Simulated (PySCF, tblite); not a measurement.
**C₄H₉FOSi: geometry, infrared bands and NMR shifts**

What infrared bands and NMR shifts should C₄H₉FOSi (`CO[Si@@H]1CC[C@H]1F`) show?

The runs use tblite 0.8.0 and PySCF 2.14.0, with density-fitted response routines of our own; the level of theory stands in each step. All values are computed, except where a source is named. Atoms are numbered from 0 throughout.

## 1. Starting geometry

16 atoms, charge 0, multiplicity 1; geometry from: force field or distance geometry start.

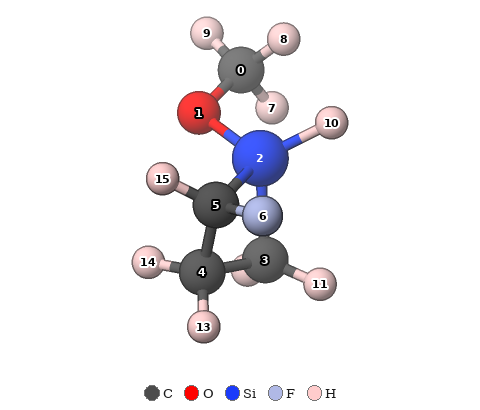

As it starts; carbon dark grey, oxygen red, silicon blue, fluorine light blue, hydrogen pink, atoms numbered; sticks join atoms by distance.

## 2. Optimising the geometry with GFN2-xTB

The job: settings as JSON, then the geometry in Å.

```
{"job": {"kind": "relax", "xc": "GFN2-xTB", "basis": "xTB"}, "charge": 0, "multiplicity": 1}
C      2.612200    -0.145700    -0.003000
O      1.374600    -0.186800    -0.660800
Si     0.236700     0.545000     0.358600
C     -0.915200    -0.690000     1.123000
C     -1.814700    -0.530000    -0.069400
C     -1.419100     0.878700    -0.453400
F     -2.148000     1.889800     0.108200
H      2.589500    -0.813700     0.891100
H      2.743600     0.900200     0.363800
H      3.443900    -0.491000    -0.621100
H      0.696700     1.592400     1.246300
H     -1.317300    -0.335600     2.089600
H     -0.431600    -1.687200     1.148500
H     -2.891900    -0.660300     0.145500
H     -1.441500    -1.214100    -0.871100
H     -1.325400     0.957300    -1.539800
```

Run with:

```console
$ OMP_NUM_THREADS=1 python probes_run.py task.json out
```

One launch serves the whole session: the jobs run in the order shown.

**Question.** This job is followed by: GFN2-xTB harmonic vibrations, gas phase; GIAO PBE0/pcSseg-1 NMR shielding, non-relativistic, gas phase. Predict these results of the whole session: strongest single infrared mode (GFN2-xTB); zero-point energy (GFN2-xTB); ¹³C shifts against TMS (PBE0/pcSseg-1); ¹H shifts against TMS (PBE0/pcSseg-1, means over atoms taken as alike); ¹⁷O shifts against H2O (PBE0/pcSseg-1); ²⁹Si shifts against TMS (PBE0/pcSseg-1); ¹⁹F shifts against CFCl3 (PBE0/pcSseg-1).

The runs gave:

| quantity | value |
| --- | --- |
| strongest single infrared mode (GFN2-xTB) | 2283 cm⁻¹, 291 km/mol |
| zero-point energy (GFN2-xTB) | 77.6 kcal/mol |
| ¹³C shifts against TMS (PBE0/pcSseg-1) | 99.3, 53.8, 26.7, 12.0 ppm |
| ¹H shifts against TMS (PBE0/pcSseg-1, means over atoms taken as alike) | 5.46, 5.42, 3.88, 2.60, 1.96, 1.24, 1.03 ppm |
| ¹⁷O shifts against H2O (PBE0/pcSseg-1) | 22.5 ppm |
| ²⁹Si shifts against TMS (PBE0/pcSseg-1) | 2.9 ppm |
| ¹⁹F shifts against CFCl3 (PBE0/pcSseg-1) | -225.2 ppm |

What this shows: Relaxing lowered the energy by 0.960 eV in 115 steps; the close pair that moved most is O1–Si2, from 1.694 to 1.616 Å. All 42 modes are real, so the xTB geometry is a minimum. The strongest single mode, at 2283 cm⁻¹, moves mainly H10. Unscaled tight-binding wavenumbers are off by several per cent, some by more. Its intensities can rank the bands wrongly. The most deshielded carbon is C5 (sp3 CH bonded to F and Si), at 99.3 ppm: pulled downfield by the heteroatom. H15 (hydrogen on an sp3 CH bonded to F and Si) lies farthest downfield among hydrogen, at 5.46 ppm; its carbon carries F, hence the downfield position. At PBE0/pcSseg-1: The largest span, 160 ppm, is at F6, where the paramagnetic term is -76 ppm.
